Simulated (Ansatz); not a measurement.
## Electronic structure of ClGeH$_{3}$ in real space

Input file:

```
crystal:
  periodic: [false, false, false]
  atoms:
    - { symbol: Ge, position_ang: [0.149971, 0.030826, 0.106156] }
    - { symbol: H, position_ang: [0.56619, -0.04611, 1.578956] }
    - { symbol: H, position_ang: [1.677298, -0.046152, 0.007922] }
    - { symbol: H, position_ang: [-0.58504, 1.277892, -0.41374] }
    - { symbol: Cl, position_ang: [-0.848119, -1.763155, -0.599695] }
basis:
  gaussian: { orbitals: def2-SVP }
hamiltonian:
  xc: revpbe
  dispersion: d4
relax:
  f_tol: 0.03
  max_steps: 50
output:
  orbitals: {}
```

Run with:

```sh
ansatz run input.yaml --threads 1 --pin off --max-ram 2048MiB --backend cpu --events-out ev --progress --plain --runs-dir out
```

The fields are those of the run's last geometry, not of the input's.

Level of theory: Ansatz, RKS revPBE-D4/def2-SVP.

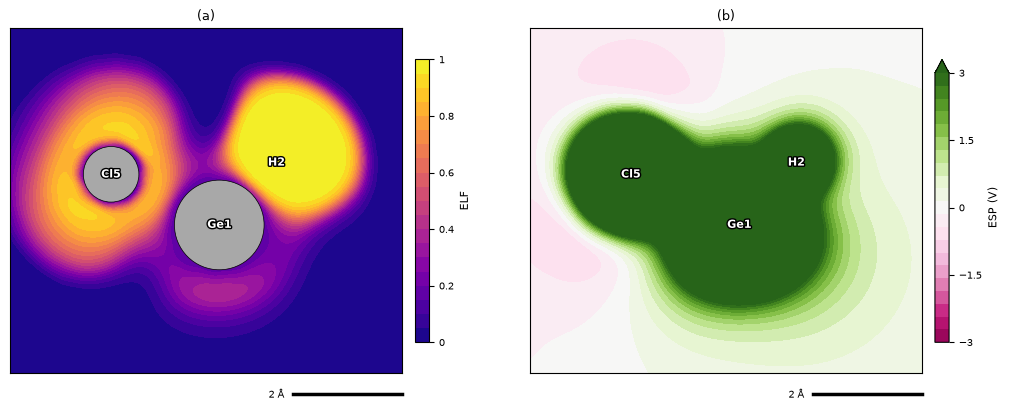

Figure 1. (a) electron localisation function; (b) electrostatic potential on the plane of atoms H2, Ge1 and Cl5. Grey discs cover the atomic cores in the ELF map.

**What do the fields say about this system?**

The section cuts through Ge, H and Cl sites. Ge–Cl (2.19 Å): the ELF peaks at about 0.85 in the valence shell of Cl, 0.8 Å from its nucleus, and is about 0.65 at the midpoint. Ge–H (1.55 Å): the ELF climbs to about 1 towards the hydrogen. The ELF also peaks beside Cl5, away from the bonds: lone-pair regions. Outside the dense part of the molecule the potential is most negative (−0.7 V) near Cl5.

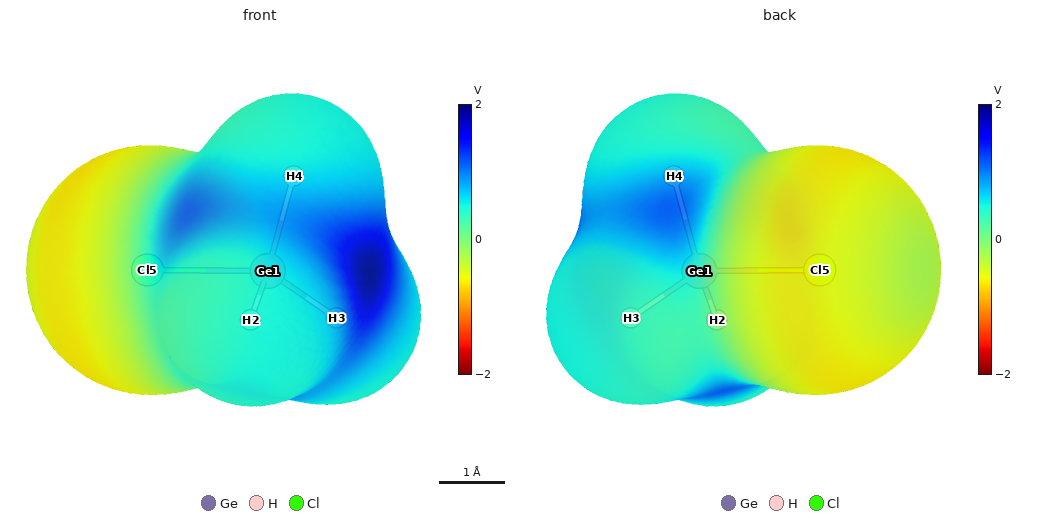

Figure 2. The molecular electrostatic potential painted on the density surface at 0.002 e/bohr³, seen from the front and from behind; the colour scale runs from red (negative) to blue (positive).

**Describe the electrostatic potential map.**

The most negative region (about −0.7 V) lies over Cl5, the most positive (about +1.9 V) over Ge1.

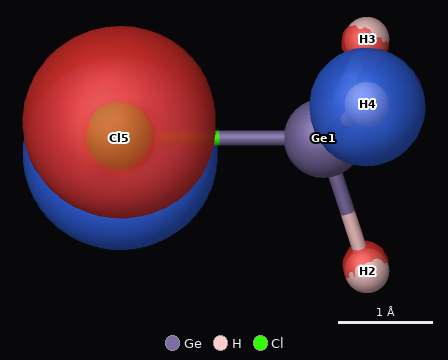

Figure 3. The HOMO at ±0.15 Å⁻³ᐟ² (red and blue are the two phases), seen from one side.

**Describe this orbital and give its energy.**

Its weight (Hirshfeld) is mainly on Cl5 (about 80 %) and Ge1 (about 10 %); largely a lone pair of Cl5. It is one of a degenerate set, so its orientation is arbitrary. Its energy is −7.14 eV.
